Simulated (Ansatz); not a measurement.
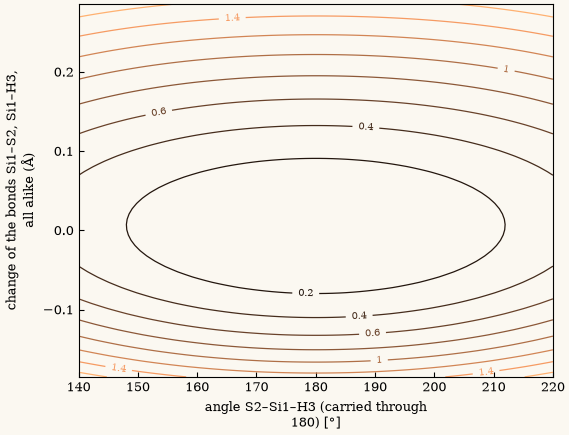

Energy landscape of HSSi, SMILES [SiH+]=S, charge +1. 
- Coordinates scanned: (1) angle S2–Si1–H3 (carried through 180); (2) change of the bonds Si1–S2, Si1–H3, all alike.
- Nothing is relaxed (all other coordinates rigid).
- Grid: 15 × 15 points; 120 points were computed and 105 follow by symmetry.
- Points are written as (first, second).
- Energies: eV, counted from the relaxed molecule at the same level.
- The restricted reference is unstable at some or all points, so the energies there are unreliable.
- The calculation used Ansatz 0.2.0, RHF-MP2, frozen core/def2-TZVP.

In the figure: contour lines labelled in eV. Between grid points the surface is interpolated. 

Question: What does the map say about the system?

Answer: The lowest grid point is at (180.0°, 0.017 Å), 0.008 eV from the relaxed molecule at the same level. It is the only kind of minimum in the scanned range. The highest grid point, (140.0°, 0.286 Å), lies 1.74 eV above the lowest. Round the minimum the two coordinates are nearly uncoupled.

The input of one point:

```yaml
crystal:
  periodic: [false, false, false]
  atoms:
    - { symbol: Si, position_ang: [-0.010977, -0.138157, -0.021174] }
    - { symbol: S, position_ang: [0.138462, 1.742556, 0.266993] }
    - { symbol: H, position_ang: [-0.127484, -1.604399, -0.245829] }
total_charge: 1
basis:
  gaussian: { orbitals: def2-TZVP }
hamiltonian:
  xc: hf
output:
  forces: true
correlation:
  method: mp2
```

The whole map (120 points run) took 3.9 min on 1 thread of Intel(R) Xeon(R) Platinum 8259CL CPU @ 2.50GHz (Skylake/Cascade Lake), on a shared host.
